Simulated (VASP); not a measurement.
Given:

```
AlPd
1.0
    0.00000     2.77873     2.77873
    2.77873     0.00000     2.77873
    2.77873     2.77873     0.00000
Pd Al
1 1
Direct
  0.00000   0.00000   0.00000
  0.25000   0.25000   0.25000
```

Level of theory: r2SCAN meta-GGA, VASP's PBE PAW potentials (set 64) (plane waves; VASP). Run with 400 eV cut-off, 13×13×13 Γ-centred mesh, tetrahedra with Blöchl corrections, potentials Pd Al.

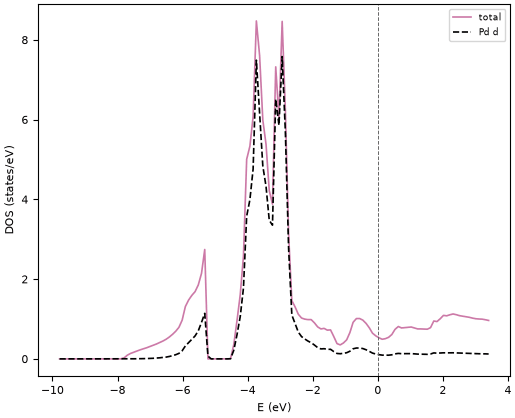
Total and projected density of states, zero at the Fermi level

Within 2 eV below the Fermi level the largest weight inside VASP's projection spheres is Pd d, then Pd s.

It has no gap at this level: it comes out as a metal or semimetal.

The structure was generated: PdAl was put into the zinc blende type (F-43m), which need not be its known phase. It was relaxed first, which changed the volume by -21 %. The electron count is odd and the run is not spin-polarised, which forces a metal.
